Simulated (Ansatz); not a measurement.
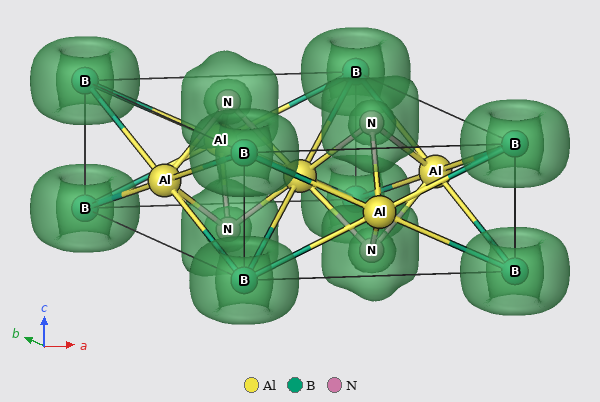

Figure 1: Al3BN2. Isosurface of the electron localisation function at 0.7 (green), seen at an oblique angle. Only the valence region is drawn (cores and ρ < 0.01 e/Å³ removed). Sticks mark near contacts.

Space group P6/mmm; a structure generated by program, which may or may not match a known phase.

Theory: DFT PBE, scalar-relativistic, plane waves, PAW (Ansatz 0.2.0).

In a PAW calculation such maps are meaningful between the atoms, not at the nuclei.

> Where are the electrons localised?

The surface consists of two regions on N in which the atom's valence shell and bonds are merged and one region wrapped around B (its valence shell), counted in one cell of 6 atoms. Regions shared between cells count once.

Values along the shortest contacts:
Al–N (2.01 Å): the ELF peaks at about 0.85 in the valence shell of N, 0.7 Å from its nucleus, and is about 0.80 at the midpoint. Al–B (2.96 Å): the ELF peaks at about 0.80 in the valence shell of B, 0.8 Å from its nucleus, and is about 0.45 at the midpoint.
